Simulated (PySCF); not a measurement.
System: F6Se.

```xyz
7

F    -1.4013   -0.6575   -0.6761
Se    0.0051   -0.0041   -0.0073
F     0.8803   -0.4857   -1.3686
F     0.3394   -1.4848    0.7336
F    -0.3297    1.4758   -0.7491
F     1.4109    0.6491    0.6632
F    -0.8695    0.4785    1.3543
```

Geometry: PBE0-D3(BJ)/def2-TZVP.

Method: PBE0/aug-cc-pVTZ, SCF density, gas phase in PySCF 2.14.0.

Predict the electron density and electron localisation function between the atoms.

Answer. Se–F (1.69 Å): ρ at the midpoint is about 1.4 e/Å³; the ELF peaks at about 0.80 in the valence shell of F, 0.5 Å from its nucleus, and is about 0.50 at the midpoint.

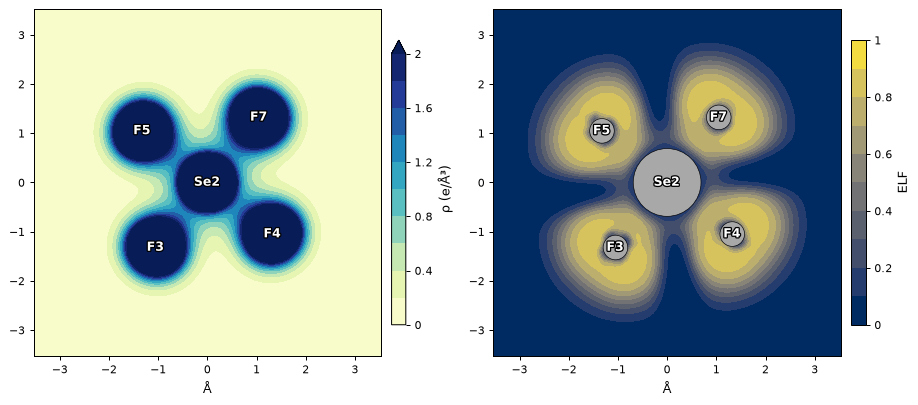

Computed electron density and electron localisation function on the plane of atoms F4, Se2 and F7, in this order. Grey discs cover the atomic cores in the ELF map. 
